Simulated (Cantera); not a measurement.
Input: 1 mol B2O3, a varied amount of H2, at 1998.15 K and 10000 Pa.

Cantera equilibrium calculation (NASA polynomials, part measured and part estimated; ideal gas, pure solids and liquids). Candidate condensed phases: B, B2O3, B3O3H3, H2O; 23 gas species. The numbers say what is thermodynamically allowed, not how fast it happens.

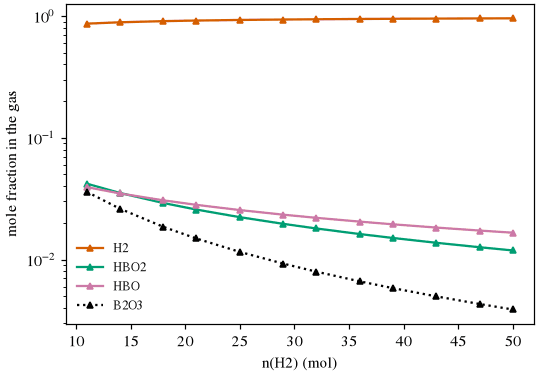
*Equilibrium gas composition (values under 1e-9 drawn at 1e-9)*

**Question.** Read off the mole fractions at 11 mol H2.

**Answer.** H2 about 0.86, HBO2 about 0.042, HBO about 0.039, B2O3 about 0.036.
